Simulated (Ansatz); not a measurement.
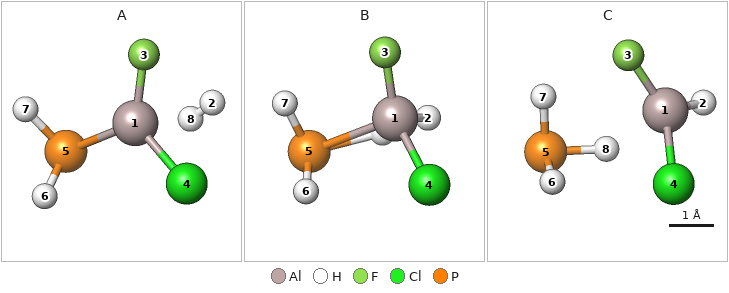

3 geometries from a converged minimum-energy path of AlPH4ClF, made up at the start of AlHClF and PH3, shuffled. Style: ball-and-stick. Shown at a tilt.

Theory: RKS PBE0-D4/6-31G* in Ansatz. Settings: 5 movable images; climbing image; force threshold 0.05 eV/Å; iteration limit 60; starting path through a guess of the saddle point.

Which of them lies highest in energy?

Answer. B. In order along the path, whose images run from 0 to 6: C (image 0, 0.0 kcal/mol), B (image 2, +28.0 kcal/mol), A (image 5, −5.4 kcal/mol). Breaking: Al1–H2 (1.57 → 1.71 at the top → 2.53 Å), P5–H8 (1.43 → 1.78 at the top → 3.45 Å). Forming: Al1–P5 (3.27 → 2.52 at the top → 2.31 Å), H2–H8 (2.53 → 1.12 at the top → 0.75 Å).

Limits of the set-up: the start holds two separate molecules, 2.4 Å apart at their closest, whose relative position is a soft coordinate.
